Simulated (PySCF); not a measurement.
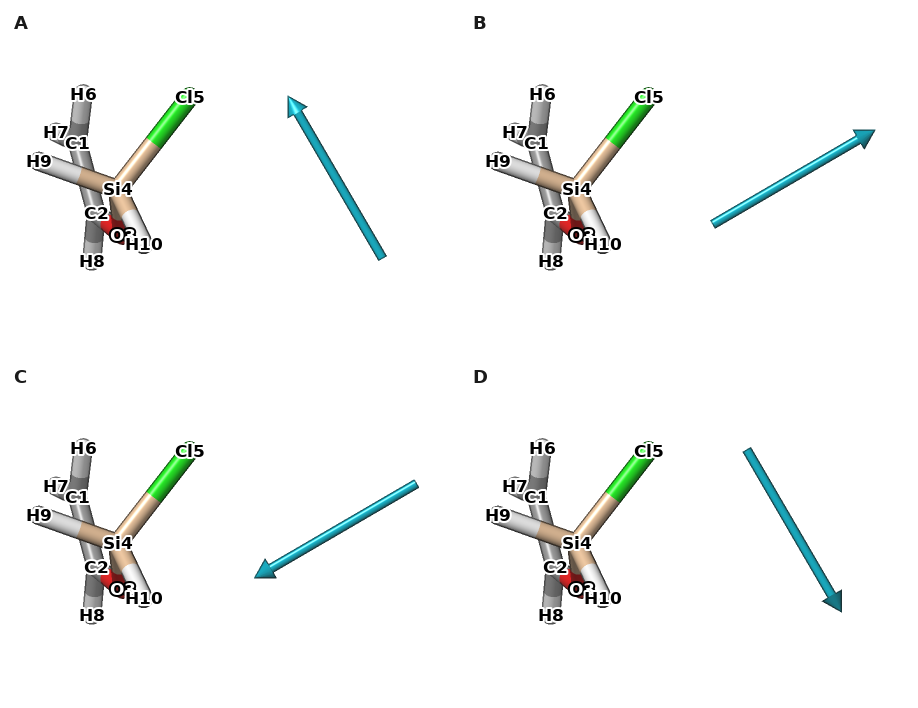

The same molecule four times, each with an arrow. Computed geometry: PBE0-D3(BJ)/def2-SVP optimisation. No frequency run is at hand to confirm it as a minimum. Level of theory: KT2/pcSseg-2, gas phase (PySCF 2.14.0).

> Which arrow points along the dipole moment, from the negative to the positive end?

C. The dipole moment is 1.21 D; it points from the side of Cl5 to the side of H8 (the outermost atoms at the two ends).
